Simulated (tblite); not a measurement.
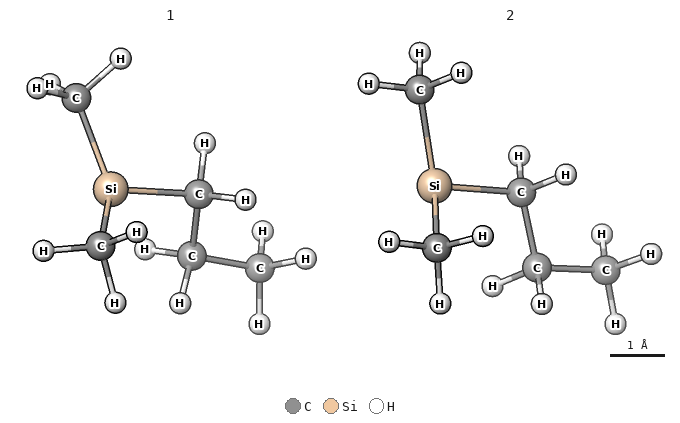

Two geometries of C5H13Si (multiplicity 2), drawn at one scale. One is the start of a relaxation, the other its converged end. A ball-and-stick model, seen from a free direction.

The calculation used tblite 0.8.0, GFN2-xTB geometry optimisation, gas phase. 

### Which of the two is the end point?

Structure 2 is the relaxed one. The largest moves after the best rigid fit, 0.90 Å, are those of H atoms. Largest moves by element: H 0.90 Å, C 0.49 Å, Si 0.37 Å. Near-neighbour distances that change, for instance: C–Si 1.832 → 1.908 Å, C–Si 1.853 → 1.914 Å, C–H 1.138 → 1.085 Å, C–H 1.114 → 1.092 Å. Among the angles between lasting bonds that change: C–C–Si 104.8° → 113.5°, Si–C–H 116.3° → 109.3°, C–Si–C 116.4° → 110.1°. Groups turn about C–Si by about 35°, C–Si by about 35°, C–C by about 20°. The energy falls by 62.8 kJ/mol in 135 geometry steps. Cost: 0.78 s on 1 thread of Arm Neoverse V2, with other jobs on the host.
